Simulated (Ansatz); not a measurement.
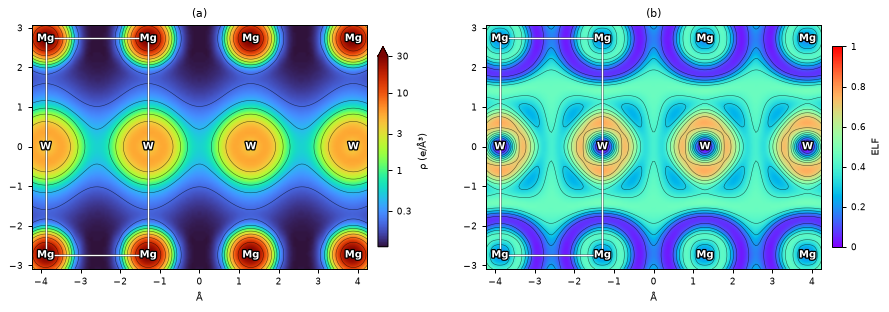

Figure 1: MgW. (a) valence electron density; (b) electron localisation function on the (11̄0) plane of the conventional cell.

Space group P4/mmm; a structure generated by program, which may or may not match a known phase.

All numbers below come from DFT PBE, scalar-relativistic, plane waves, PAW in Ansatz.

In a PAW calculation such maps are meaningful between the atoms, not at the nuclei.

What does the map show?

- Atoms in the plane: Mg and W.
- Mg–Mg (2.59 Å): ρ is about 0.1 e/Å³ halfway; the ELF is about 0.15 at the midpoint; no localised pair shows between them.
- W–W (2.59 Å): ρ at the midpoint is about 0.55 e/Å³; the ELF is about 0.40 at the midpoint.
- Mg–W (2.73 Å): the density is about 0.28 e/Å³ at the midpoint; the ELF is about 0.45 at the midpoint.
- Between the atoms the lowest density in this plane is 0.1 e/Å³.
- The features right at W lie inside the PAW spheres, where the map follows smoothed inner orbitals and isn't to be read closely.
